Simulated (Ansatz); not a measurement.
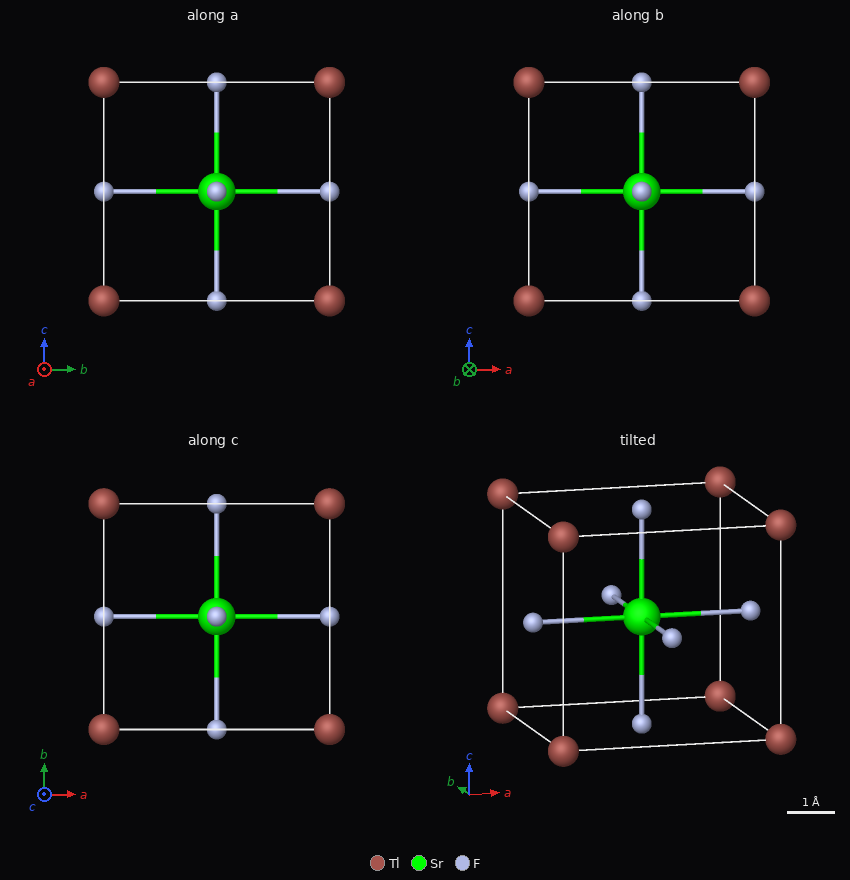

An orthographic ball-and-stick view of the structure, along the a axis, along the b axis, along the c axis and slightly off an axis. The outline marks the conventional unit cell.

Lattice parameters: a = 4.8263 Å, b = 4.8263 Å, c = 4.6728 Å, α = 90.000°, β = 90.000°, γ = 90.000°.

**Record the structure as a CIF with its space group and independent sites.**

```cif
data_structure
_symmetry_space_group_name_H-M 'P 4/m m m'
_symmetry_Int_Tables_number 123
_cell_length_a 4.8263
_cell_length_b 4.8263
_cell_length_c 4.6728
_cell_angle_alpha 90.000
_cell_angle_beta 90.000
_cell_angle_gamma 90.000
_cell_volume 108.85
loop_
_atom_site_label
_atom_site_type_symbol
_atom_site_symmetry_multiplicity
_atom_site_Wyckoff_symbol
_atom_site_fract_x
_atom_site_fract_y
_atom_site_fract_z
_atom_site_occupancy
Tl1 Tl 1 a 0.0000 0.0000 0.0000 1
Sr1 Sr 1 d 0.5000 0.5000 0.5000 1
F1 F 1 c 0.5000 0.5000 0.0000 1
F2 F 2 e 0.5000 0.0000 0.5000 1
```

The initial geometry was a structure type filled with these elements by a generator (whether the compound takes this form wasn't checked). The cell was then strained or its atoms displaced on purpose. It was run through Ansatz as a DFT input.
